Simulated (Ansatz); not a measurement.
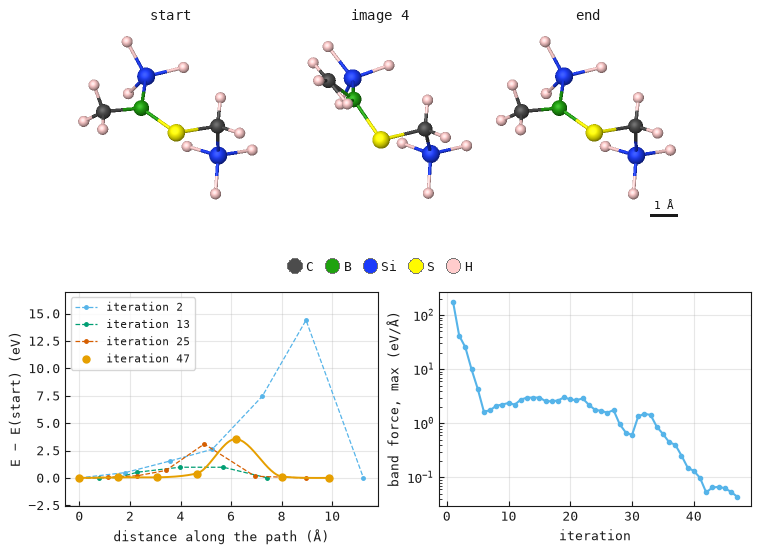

A search for the minimum-energy path of C$_{2}$H$_{11}$BSSi$_{2}$ by the nudged elastic band. Images are numbered from 0 (start) to 6 (end). The plot follows the band through its iterations. A ball-and-stick model, seen from a free direction.

All numbers below come from Ansatz 0.2.0, RKS PBE-D4/6-31G*. Set-up: 5 movable images; climbing image; force threshold 0.05 eV/Å; iteration limit 60; starting path through a guess of the saddle point.

Judge this run.

Answer. The result is final at these settings. The band converged in 47 iterations. The largest component of the band force went from 180 to 0.044 eV/Å. The climbing image converged on the top of the path. Its vibrational analysis gives one imaginary mode (1422i cm⁻¹), as a transition state must have. The first iteration put the highest image at 46.63 eV. The barrier is about 3.54 eV in both directions, with image 4 at the top; the ends have the same energy.
